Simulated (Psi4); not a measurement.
# WO3 (tungsten trioxide) at HSE06/def2-SVPD (core potential)

Aim: the energy change on altering one bond length of WO3 (tungsten trioxide) at HSE06/def2-SVPD (core potential), from 2 runs. 

The results are computed with Psi4 1.11.

### 1 The structure to begin with

WO3 has 4 atoms, charge 0, and is taken as a singlet. As SMILES, `[O]=[W](=[O])=[O]`. The shape is that of a PBE0-D4/def2-TZVP optimisation.

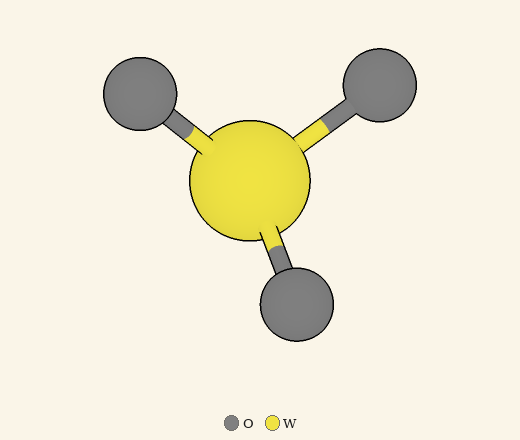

Viewed from a chosen angle; oxygen grey, tungsten yellow.

### 2 The energy at HSE06/def2-SVPD (core potential)

calc.inp

```
memory 1600 mb

molecule molecule1 {
  O     -0.237500     0.265200     1.555000
  W     -0.366400    -0.283700    -0.065200
  O      1.071700    -1.143300    -0.433900
  O     -0.412200     1.101500    -1.076300
  symmetry c1
}

set basis def2-SVPD
set puream true
set e_convergence 1e-09
set d_convergence 1e-08
set scf_type pk
set dft_radial_points 99
set dft_spherical_points 590

e, wfn = energy('hse06', return_wfn=True)
oeprop(wfn, 'QUADRUPOLE', 'LOWDIN_CHARGES', 'MAYER_INDICES')
```

The run is started by

```
psi4 -i calc.inp -o calc.out -n 1
```

calc.out:

```text
[...]
    !!!  WARNING: ECP capability is in beta. Please check occupations closely.  !!!
[...]
  Running in c1 symmetry.
[...]
  Nuclear repulsion =  140.368928856597250
[...]
  Multiplicity = 1
[...]
  Nalpha       = 19
  Nbeta        = 19
[...]
    Number of basis functions: 104
[...]
   @RKS iter   1:  -291.19060640247505   -3.31513e-04   1.63418e-02 DIIS/ADIIS
[...]
   @RKS iter  14:  -292.43671725343904    3.33671e-11   2.19182e-09 DIIS
[...]
    Orbital Energies [Eh]
    ---------------------
    Doubly Occupied:
       1A    -19.229166     2A    -19.229162     3A    -19.229153
       4A     -3.095404     5A     -1.745257     6A     -1.745248
       7A     -1.740209     8A     -0.942293     9A     -0.921183
      10A     -0.921174    11A     -0.441578    12A     -0.441574
      13A     -0.418978    14A     -0.416798    15A     -0.416782
      16A     -0.357506    17A     -0.326310    18A     -0.326308
      19A     -0.318770
[...]
  @RKS Final Energy:  -292.43671725343904
   => Energetics <=
    Nuclear Repulsion Energy =            140.3689288565972504
    One-Electron Energy =                -702.6032371952996982
    Two-Electron Energy =                 295.5514256656797443
    DFT Exchange-Correlation Energy =     -25.7538345804163136
    Empirical Dispersion Energy =           0.0000000000000000
    VV10 Nonlocal Energy =                  0.0000000000000000
    Total Energy =                       -292.4367172534390420
[...]
 Multipole Moments:
 ------------------------------------------------------------------------------------
     Multipole            Electronic (a.u.)      Nuclear  (a.u.)        Total (a.u.)
 ------------------------------------------------------------------------------------
 L = 1.  Multiply by 2.5417464519 to convert [e a0] to [Debye]
 Dipole X            :        -17.2785870           15.4639477           -1.8146393
 Dipole Y            :        -12.2047822           10.9229633           -1.2818190
 Dipole Z            :         -2.7305308            2.4438161           -0.2867148
 Magnitude           :                                                    2.2401297
 L = 2.  Multiply by 1.3450342976 to convert [e a0^2] to [Debye ang]
 Quadrupole XX       :        -80.1035422           51.9933696          -28.1101726
 Quadrupole XY       :         44.1145858          -40.4929712            3.6216146
[...]
```

It took 29 s on 1 thread of AMD EPYC 9B14 (Zen 4), shared host; peak memory 0.75 GiB.

### 3 The distorted shape

o3w.xyz

```xyz
4
O3W
O     -0.668958     0.523097     1.665617
W     -0.797858    -0.025803     0.045417
O      1.071700    -1.143300    -0.433900
O     -0.843658     1.359397    -0.965683
```

o3w.py

```python
import psi4

psi4.set_memory('1600 MB')
psi4.set_num_threads(1)
psi4.core.set_output_file('output.dat', False)

with open('o3w.xyz') as f:
    atoms = ''.join(f.readlines()[2:])
molecule = psi4.geometry('0 1\n' + atoms + 'symmetry c1\nno_reorient\nno_com')

options = {'reference': 'rks', 'puream': True, 'e_convergence': 1e-09, 'd_convergence': 1e-08, 'scf_type': 'pk', 'dft_radial_points': 99, 'dft_spherical_points': 590}
psi4.set_options(options)

result, w = psi4.energy('hse06/def2-SVPD', return_wfn=True)
psi4.oeprop(w, 'DIPOLE', 'MAYER_INDICES', 'LOWDIN_CHARGES', title='HSE06')
print(f'hse06/def2-SVPD energy: {result:.10f} Eh')
```

The run is started by

```
python o3w.py
```

output.dat:

```text
[...]
    !!!  WARNING: ECP capability is in beta. Please check occupations closely.  !!!
[...]
  Running in c1 symmetry.
[...]
  Nuclear repulsion =  129.105406971355535
[...]
  Multiplicity = 1
[...]
  Nalpha       = 19
  Nbeta        = 19
[...]
    Number of basis functions: 104
[...]
   @RKS iter   1:  -290.72963913084061    3.21668e-01   1.72308e-02 ADIIS/DIIS
[...]
   @RKS iter  19:  -292.32717350333604    2.73417e-11   2.22264e-09 DIIS
[...]
    Orbital Energies [Eh]
    ---------------------
    Doubly Occupied:
       1A    -19.271414     2A    -19.271397     3A    -19.224885
       4A     -3.126927     5A     -1.778605     6A     -1.771968
       7A     -1.749207     8A     -0.970041     9A     -0.955793
      10A     -0.859932    11A     -0.465176    12A     -0.454924
      13A     -0.433098    14A     -0.416091    15A     -0.413886
      16A     -0.357163    17A     -0.332453    18A     -0.286145
      19A     -0.279943
[...]
  @RKS Final Energy:  -292.32717350333604
   => Energetics <=
    Nuclear Repulsion Energy =            129.1054069713555350
    One-Electron Energy =                -679.6641905291869534
    Two-Electron Energy =                 283.8061266319116385
    DFT Exchange-Correlation Energy =     -25.5745165774161904
    Empirical Dispersion Energy =           0.0000000000000000
    VV10 Nonlocal Energy =                  0.0000000000000000
    Total Energy =                       -292.3271735033360414
[...]
 Multipole Moments:
 ------------------------------------------------------------------------------------
     Multipole            Electronic (a.u.)      Nuclear  (a.u.)        Total (a.u.)
 ------------------------------------------------------------------------------------
 L = 1.  Multiply by 2.5417464519 to convert [e a0] to [Debye]
 Dipole X            :         25.5062792          -27.7739474           -2.2676682
 Dipole Y            :        -11.1671707           10.4923453           -0.6748254
 Dipole Z            :         -5.2871391            5.2234109           -0.0637282
 Magnitude           :                                                    2.3668058
[...]
```

Standard output:

```text
hse06/def2-SVPD energy: -292.3271735033 Eh
```

Run time: 36 s. Hardware: 1 thread of AMD EPYC 9B14 (Zen 4), shared host; peak memory 0.74 GiB.

### 4 Outcome

At HSE06/def2-SVPD (core potential):

```
                                                         quantity          value
                                        first shape: total energy  -292.43672 Eh
                                       first shape: dipole moment         5.69 D
                                         first shape: HOMO energy       -8.67 eV
                                         first shape: LUMO energy       -5.29 eV
                                       first shape: HOMO–LUMO gap        3.39 eV
                                    distorted shape: total energy  -292.32717 Eh
                                   distorted shape: dipole moment         6.02 D
                                     distorted shape: HOMO energy       -7.62 eV
                                     distorted shape: LUMO energy       -5.88 eV
                                   distorted shape: HOMO–LUMO gap        1.74 eV
energy change with the W2–O3 bond stretched from 1.716 to 2.230 Å       2.981 eV
```

With the W2–O3 bond stretched from 1.716 to 2.230 Å the energy rises by 2.98 eV (69 kcal/mol). The first shape isn't relaxed at this level, so the change isn't measured from a minimum.
